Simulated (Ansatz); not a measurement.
A series of calculations on CH5Cl2FSi2

Part 1: Relaxation

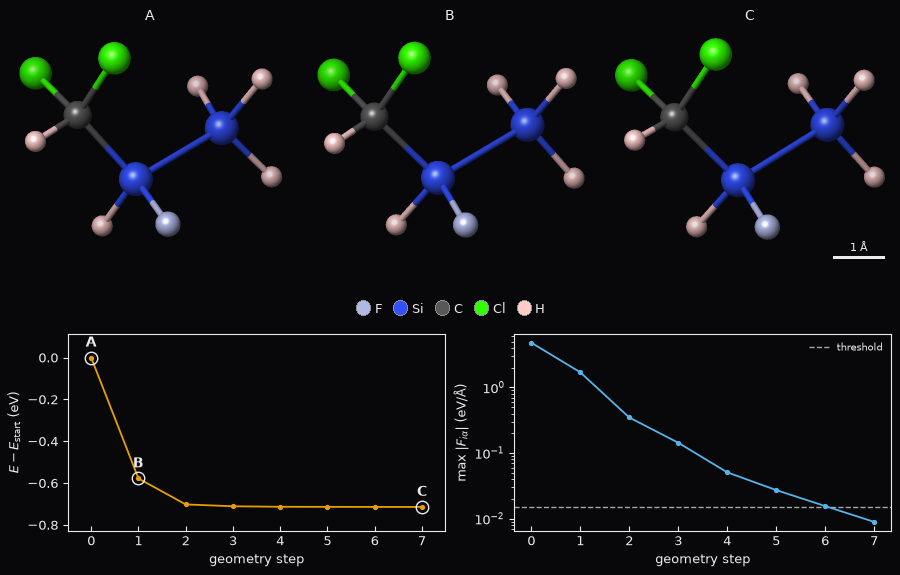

Frames of a relaxation of CH5Cl2FSi2, marked on the history of the run. Style: ball-and-stick. Shown at a tilt.

The run prepares an end point of a later path (torsion) calculation, from a guessed geometry.

The calculation used RKS PBE0-D4/6-31G (Ansatz). Settings: no spin polarisation; force threshold 0.015 eV/Å; at most 40 steps.

What happens along the run?

A Si atom moves most after the best rigid fit: 0.14 Å. Largest moves by element: Si 0.14 Å, H 0.11 Å, Cl 0.11 Å, C 0.11 Å, F 0.07 Å. Some distances before and after: C–Cl 1.745 → 1.859 Å, C–Si 1.818 → 1.925 Å, C–H 1.175 → 1.089 Å, F–Si 1.625 → 1.707 Å. Bond angles that change, for instance: Si–Si–H 107.5° → 115.7°, F–Si–C 112.7° → 106.1°, C–Si–H 111.3° → 105.2°. After 7 geometry steps the energy has fallen by 0.714 eV. Largest force component: 4.8 eV/Å at the start, 0.0089 eV/Å at the end. From step 0 to 1: Si and H atoms move most (0.14 Å), energy −0.578 eV. From step 1 to 7: Cl and H atoms move most (0.08 Å), energy −0.136 eV.

Limits of the set-up: the basis has no polarisation functions, which atoms past neon need.

Part 2: Relaxation

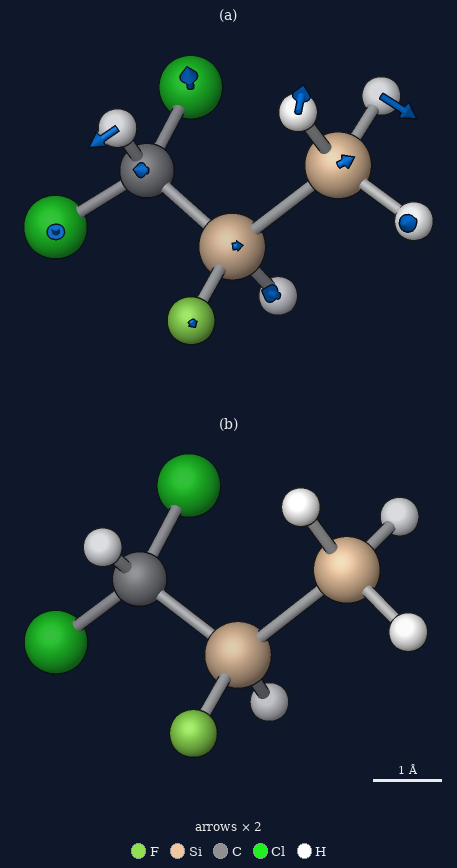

The structure of CH$_{5}$Cl$_{2}$FSi$_{2}$ before (top) and after (bottom) a relaxation, at one scale. The blue arrows give the displacements, magnified 2 times.

The picture is a ball-and-stick view, seen at a tilt.

The run prepares an end point of a later path (torsion) calculation, from a guessed geometry.

The calculation used Ansatz 0.2.0, RKS PBE0-D4/6-31G. Settings: no spin polarisation; force threshold 0.015 eV/Å; at most 40 steps.

**What changed between the two?**

An H atom moves most after the best rigid fit: 0.34 Å. By element the largest moves are H 0.34 Å, Cl 0.24 Å, Si 0.15 Å, C 0.15 Å, F 0.07 Å. Among the contacts that change: C–Si 1.818 → 1.924 Å, C–Cl 1.745 → 1.843 Å, C–Cl 1.766 → 1.862 Å, C–H 1.175 → 1.088 Å. Bond angles that change, for instance: Si–Si–H 107.5° → 116.2°, Si–C–Cl 113.5° → 106.9°, Si–C–H 108.7° → 115.2°. After 12 geometry steps the energy has fallen by 68.3 kJ/mol. Largest force component: 4.3 eV/Å at the start, 0.0085 eV/Å at the end.

Limits of the set-up: the basis has no polarisation functions, which atoms past neon need.

Part 3: Path

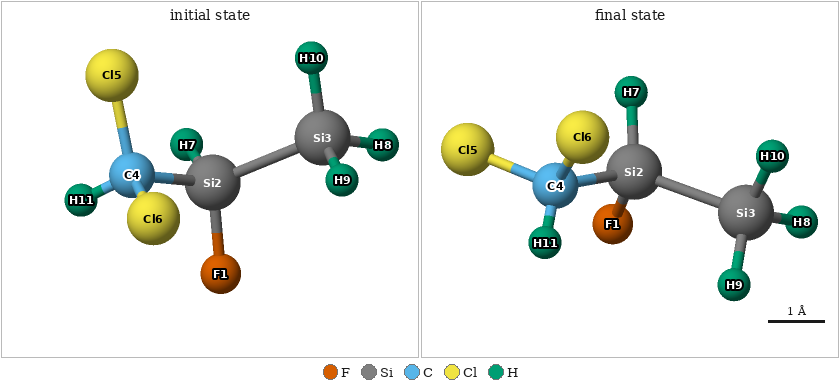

The two relaxed end points of a path for CH$_{5}$Cl$_{2}$FSi$_{2}$. The picture is a ball-and-stick view, seen from a free direction.

Level of theory: RKS PBE0-D4/6-31G in Ansatz 0.2.0.

Run with 7 movable images; climbing image; force threshold 0.05 eV/Å; iteration limit 32.

Start:
```xyz
11

F    -1.4116   -1.8714    0.1584
Si   -0.5906   -0.5164   -0.4758
Si    1.7235   -0.7151   -0.1326
C    -1.3151    1.0189    0.4311
Cl   -0.6471    2.5236   -0.4325
Cl   -0.8766    1.0361    2.2218
H    -1.0272   -0.3721   -1.9051
H     2.2121   -1.9255   -0.8732
H     2.0166   -0.8497    1.3292
H     2.3811    0.5136   -0.6858
H    -2.3997    1.1010    0.3851
```

End:
```xyz
11

F    -1.4950   -1.6474   -0.6498
Si   -0.4635   -0.2886   -0.6751
Si    1.6807   -0.9211    0.0529
C    -1.2280    0.9917    0.5407
Cl   -2.8720    1.5820   -0.0466
Cl   -0.0223    2.4048    0.6687
H    -0.5430    0.3331   -2.0354
H     2.0935   -2.1784   -0.6535
H     1.6574   -1.1518    1.5351
H     2.6368    0.1857   -0.2733
H    -1.3792    0.6330    1.5569
```

Q: Predict the minimum-energy path and its barrier.

A: The energy climbs by 0.077 eV to image 4 and then falls by 0.064 eV, so the end point sits at +0.013 eV. The motion is a rotation about the Si2–C4 bond by about 110°. No bond forms or breaks between the ends. Bond angles that change up to the highest image, for instance: Si2–C4–Cl5 106.9° → 110.8°, Si2–C4–H11 114.5° → 111.6°. The band converged in 6 iterations. The largest component of the band force went from 4.4 to 0.032 eV/Å. The climbing image converged on the top of the path. Its vibrational analysis gives one imaginary mode (35i cm⁻¹), as a transition state must have.

Energies of the converged images:

```json
{"image": "0", "path (Å)": "0.00", "E (eV)": "0.000"}
{"image": "1", "path (Å)": "0.56", "E (eV)": "0.010"}
{"image": "2", "path (Å)": "1.13", "E (eV)": "0.037"}
{"image": "3", "path (Å)": "1.69", "E (eV)": "0.065"}
{"image": "4", "path (Å)": "2.25", "E (eV)": "0.077"}
{"image": "5", "path (Å)": "2.79", "E (eV)": "0.069"}
{"image": "6", "path (Å)": "3.32", "E (eV)": "0.047"}
{"image": "7", "path (Å)": "3.86", "E (eV)": "0.023"}
{"image": "8", "path (Å)": "4.40", "E (eV)": "0.013"}
```

The geometry at the top of the path:

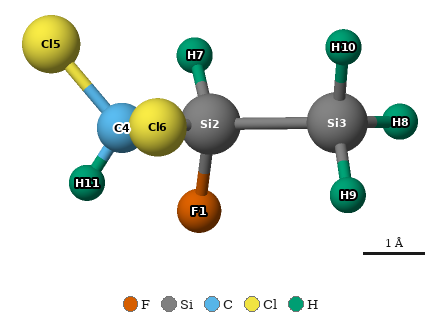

Limits of the set-up: the basis has no polarisation functions, which atoms past neon need.

The run took 3.9 min on 1 thread of Arm Neoverse V2 (shared host), peak memory 0.22 GiB.
